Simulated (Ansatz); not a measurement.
A series of calculations on C$_{2}$H$_{9}$NOSi

**1. Relaxation**

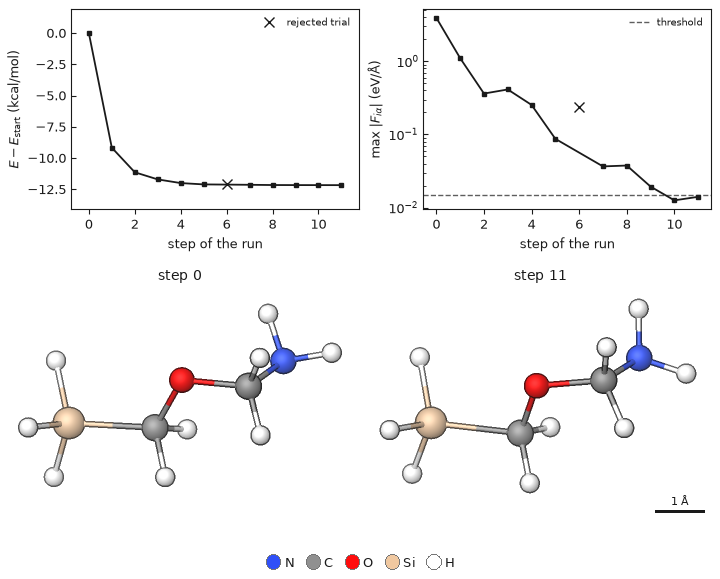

First and last geometry of a relaxation of C2H9NOSi, with the history of the run. Style: ball-and-stick. Shown from a free direction.

The run prepares an end point of a later path (torsion) calculation, from a guessed geometry.

These are results of Ansatz, RKS B3LYP-D4/def2-SVP, not measurements. Set-up: no spin polarisation; force threshold 0.015 eV/Å; at most 40 steps.

Did the run converge, and what did it change?

Answer. It converged. The energy falls by 12.2 kcal/mol in 10 accepted moves (11 points after the start). The largest force component goes from 3.9 to 0.014 eV/Å. The line search rejected the trial step at point 6 of the run. The largest move after the best rigid fit is that of an H atom, 0.55 Å. Largest moves by element: H 0.55 Å, O 0.16 Å, C 0.16 Å, N 0.11 Å, Si 0.05 Å. Some distances before and after: C–Si 1.826 → 1.895 Å, C–O 1.481 → 1.418 Å, C–H 1.053 → 1.110 Å, H–Si 1.449 → 1.495 Å. Among the angles between lasting bonds that change: O–C–Si 118.8° → 108.0°, H–N–H 100.5° → 109.0°, O–C–H 103.2° → 111.0°. Groups turn about C–N by about 35°.

**2. Relaxation**

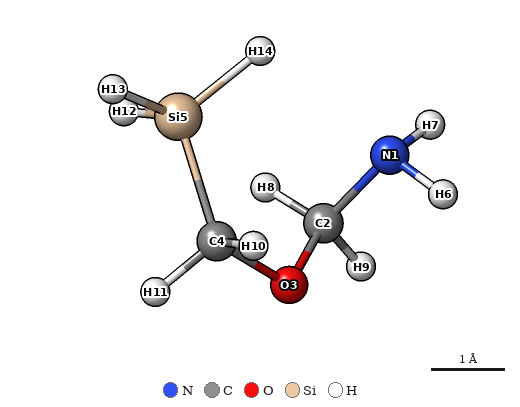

C2H9NOSi, before the relaxation. The picture is a ball-and-stick view, seen at a tilt.

The run prepares an end point of a later path (torsion) calculation, from a guessed geometry.

All numbers below come from RKS B3LYP-D4/def2-SVP (Ansatz 0.2.0).

The input:
```yaml
crystal:
  periodic: [false, false, false]
  atoms:
    - { symbol: "N", position_ang: [-1.0665, 1.7095, 0.9946] }
    - { symbol: C, position_ang: [-1.4594, 0.8577, -0.1016] }
    - { symbol: O, position_ang: [-0.3081, 0.3358, -0.6943] }
    - { symbol: C, position_ang: [0.353, -0.7419, 0.0772] }
    - { symbol: Si, position_ang: [-0.40245, -1.28967, 1.64634] }
    - { symbol: H, position_ang: [-0.4199, 2.4213, 0.621] }
    - { symbol: H, position_ang: [-1.9055, 2.3124, 1.226] }
    - { symbol: H, position_ang: [-2.087, 0.0783, 0.2278] }
    - { symbol: H, position_ang: [-1.9721, 1.4407, -0.8397] }
    - { symbol: H, position_ang: [1.39889, -0.30664, 0.29455] }
    - { symbol: H, position_ang: [0.57884, -1.57957, -0.60895] }
    - { symbol: H, position_ang: [-1.73035, -1.95164, 1.36148] }
    - { symbol: H, position_ang: [0.47245, -2.2773, 2.24585] }
    - { symbol: H, position_ang: [-0.56235, -0.18145, 2.571] }
basis:
  gaussian: { orbitals: def2-SVP }
hamiltonian:
  xc: b3lyp
  dispersion: d4
relax:
  f_tol: 0.015
  max_steps: 40
output:
  orbitals: {}
```

Run as
```bash
ansatz run input.yaml --threads 2 --pin off --max-ram 3072MiB --backend cpu --events-out ev --progress --plain --runs-dir out
```

Question: Predict the outcome.

Answer: Over 20 accepted moves (21 points after the start) the energy falls by 64.5 kJ/mol. The largest force component goes from 2.3 to 0.014 eV/Å. The line search rejected the trial step at point 2 of the run. H14 moves most after the best rigid fit: 1.48 Å. By element the largest moves are H 1.48 Å, N 1.01 Å, O 0.73 Å, Si 0.62 Å, C 0.35 Å. Near-neighbour distances that change, for instance: C4–Si5 1.826 → 1.907 Å, C2–H8 1.053 → 1.109 Å, O3–C4 1.481 → 1.426 Å, C4–H10 1.154 → 1.105 Å. Bond angles that change, for instance: H6–N1–H7 100.5° → 108.7°, O3–C4–H10 103.2° → 110.5°, O3–C4–Si5 118.8° → 111.5°. Groups turn about O3–C4 by about 80°, N1–C2 by about 30°. Cost: 81 s on 2 threads of Arm Neoverse V1, on a shared host, peak memory 0.28 GiB.

Final geometry:

```xyz
14

N    -0.5916    2.2028    0.2570
C    -1.5005    1.0883    0.1318
O    -0.8777   -0.0383   -0.4361
C     0.1836   -0.5887    0.3413
Si   -0.4552   -1.9035    1.5663
H    -0.4735    2.7055   -0.6209
H    -0.8853    2.8621    0.9738
H    -1.8923    0.8636    1.1446
H    -2.3684    1.2739   -0.5292
H     0.7457    0.2138    0.8518
H     0.8885   -1.0666   -0.3601
H    -1.0630   -3.0460    0.8257
H     0.6727   -2.4139    2.4046
H    -1.4933   -1.3255    2.4706
```

After the run, drawn alike:

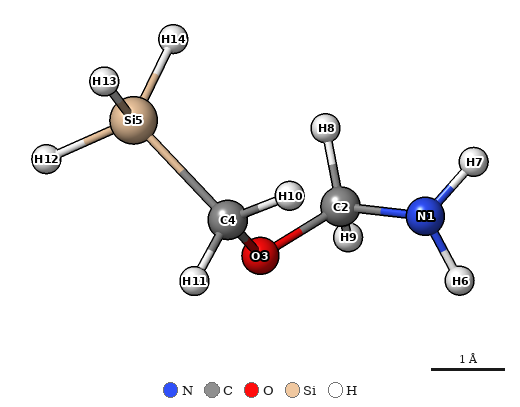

**3. Path**

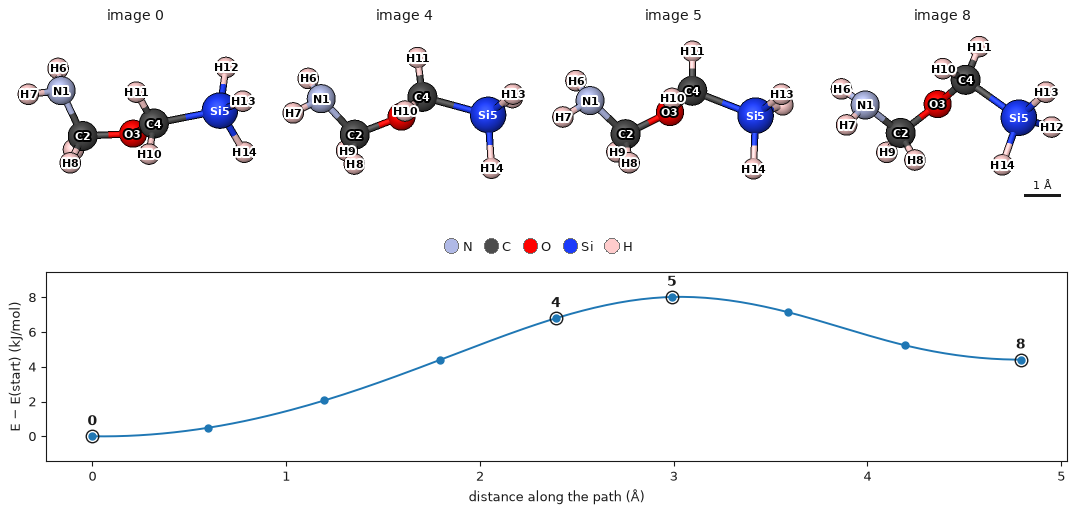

A search for the minimum-energy path of C$_{2}$H$_{9}$NOSi by the nudged elastic band. Images are numbered from 0 (start) to 8 (end). The picture is a ball-and-stick view, seen at a tilt.

Level of theory: RKS B3LYP-D4/def2-SVP in Ansatz 0.2.0. Settings: 7 movable images; climbing image; force threshold 0.05 eV/Å; iteration limit 60; starting path through a guess of the saddle point.

What happens along the path, and what is the barrier?

Answer. The energy climbs by 8.0 kJ/mol to image 5 and then falls by 3.6 kJ/mol, so the end point sits at +4.4 kJ/mol. The motion is a rotation about the O3–C4 bond by about 105°. No bond forms or breaks between the ends. The band is converged. At the top, the vibrational analysis gives one imaginary mode (72i cm⁻¹), as a transition state must have.
